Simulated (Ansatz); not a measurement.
# CF3NSi: the cost of one run

Computed with Ansatz 0.2.0. Level: RHF/def2-SVPD.

1 further run of the same task is left out (set aside as unsound or not needed).

## (1) Starting geometry

SMILES `N#C[Si](F)(F)F`, 6 atoms, charge 0, spin multiplicity 1.

Atoms are counted from 1 here; the program's logs count them from 0.

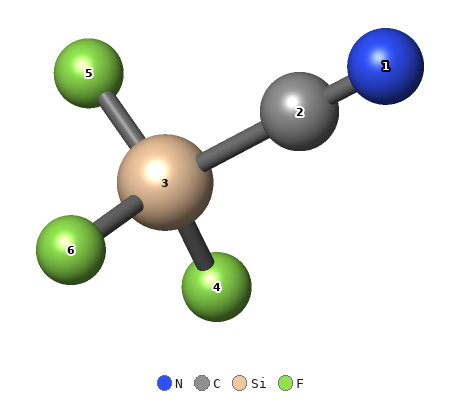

The starting geometry (nitrogen blue, carbon grey, silicon light orange, fluorine green); atoms are numbered from 1 in the order of the file.

As a file:

| atom | x (Å) | y (Å) | z (Å) |
| --- | --- | --- | --- |
| N1 | 2.17931 | -0.72705 | 0.91627 |
| C2 | 1.14942 | -0.38458 | 0.47878 |
| Si3 | -0.46403 | 0.14465 | -0.20805 |
| F4 | -1.34006 | -1.15458 | -0.59372 |
| F5 | -0.22281 | 1.03852 | -1.53002 |
| F6 | -1.25982 | 1.01894 | 0.89064 |

## (2) Relaxation

The input, input.yaml:

```yaml
crystal:
  periodic: [false, false, false]
  atoms:
    - { symbol: "N", position_ang: [2.179306, -0.727047, 0.916266] }
    - { symbol: C, position_ang: [1.14942, -0.384577, 0.478784] }
    - { symbol: Si, position_ang: [-0.464028, 0.14465, -0.20805] }
    - { symbol: F, position_ang: [-1.340064, -1.154581, -0.593723] }
    - { symbol: F, position_ang: [-0.222812, 1.038517, -1.530019] }
    - { symbol: F, position_ang: [-1.259822, 1.018938, 0.890643] }
basis:
  gaussian: { orbitals: def2-SVPD }
hamiltonian:
  xc: hf
output:
  forces: true
relax:
  f_tol: 0.003
  max_steps: 120
```

Command:

```console
ansatz run input.yaml --threads 1 --pin off --max-ram 2560MiB --backend cpu --events-out ev --progress --plain --runs-dir out
```

What time and memory should one allow on 1 thread of Arm Neoverse V2, shared host?

About 22 s, with a peak of 0.3 GiB.
